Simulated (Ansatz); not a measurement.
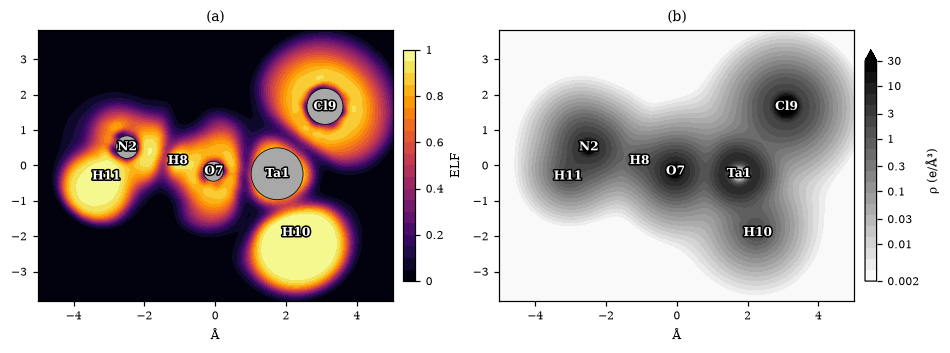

Cl3H2OTa···NH3. (a) ELF; (b) electron density on the plane of atoms O7, Ta1 and H10. Grey discs cover the atomic cores in the ELF map.

Core potentials replace the inner electrons of Ta.

The calculation used Ansatz 0.2.0, RKS PBE0-D4/def2-SVP.

```yaml
atoms:
  - { symbol: Ta, position_ang: [-0.9111, -1.1277, 0.1923] }
  - { symbol: N, position_ang: [2.6965, 1.2299, 0.3280] }
  - { symbol: H, position_ang: [2.6696, 1.8430, 1.1427] }
  - { symbol: H, position_ang: [2.7324, 1.8232, -0.5009] }
  - { symbol: Cl, position_ang: [-1.1887, -1.5821, 2.4679] }
  - { symbol: Cl, position_ang: [-0.9687, -1.5902, -2.0980] }
  - { symbol: O, position_ang: [0.7175, -0.3553, 0.2681] }
  - { symbol: H, position_ang: [1.5379, 0.3146, 0.2937] }
  - { symbol: Cl, position_ang: [-2.8991, 0.0935, 0.0934] }
  - { symbol: H, position_ang: [-0.7306, -2.8633, 0.2039] }
  - { symbol: H, position_ang: [3.5720, 0.7081, 0.3677] }
```

> Read the bonding off the picture.

- The section cuts through Ta, N, O, H and Cl sites.
- N2···H8 (1.48 Å): the density falls to about 0.63 e/Å³ on the way; the ELF peaks at about 0.95 between the atoms: a closed-shell contact with the geometry of a hydrogen bond.
- Ta–O (1.80 Å): ρ at the midpoint is about 1.3 e/Å³; the ELF peaks at about 0.80 in the valence shell of O, 0.5 Å from its nucleus, and drops to about 0.30 between the two atoms.
- Ta–Cl (2.34 Å): ρ is about 0.62 e/Å³ halfway; the ELF peaks at about 0.85 in the valence shell of Cl, 0.8 Å from its nucleus, and is about 0.40 at the midpoint.
- N–H (1.02 Å): ρ at the midpoint is about 2.8 e/Å³; the ELF climbs to about 1 towards the hydrogen, as it does in any bond to H: an ordinary covalent bond to hydrogen.
- O–H (1.06 Å): ρ at the midpoint is about 3.1 e/Å³; the ELF climbs to about 1 towards the hydrogen: a covalent bond by its length.
